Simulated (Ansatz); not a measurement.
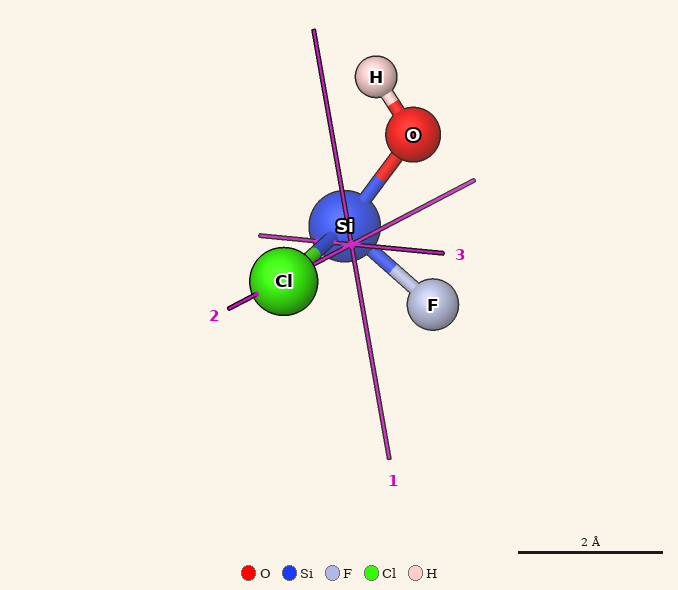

The three principal axes of inertia are drawn and numbered. Depth is shown by fading: the farther an atom, the more it takes the colour of the background. Charge −1, singlet. Computed geometry: PBE0-D4/def2-TZVPD optimisation. No frequency run is at hand to confirm it as a minimum. Masses are those of the most abundant isotopes; constants are for the rigid equilibrium geometry.

Question: Which line is the a axis (least moment of inertia), which b and which c?

Answer: a is line 2, b is line 1, c is line 3; the moments are 74.1, 159, 202 u Å².

Question: Classify the rotor and give the rotational constants (MHz).

Answer: An asymmetric top (C1): A = 6816, B = 3178, C = 2500 MHz. Ray's parameter κ is −0.69, nearer the prolate limit.
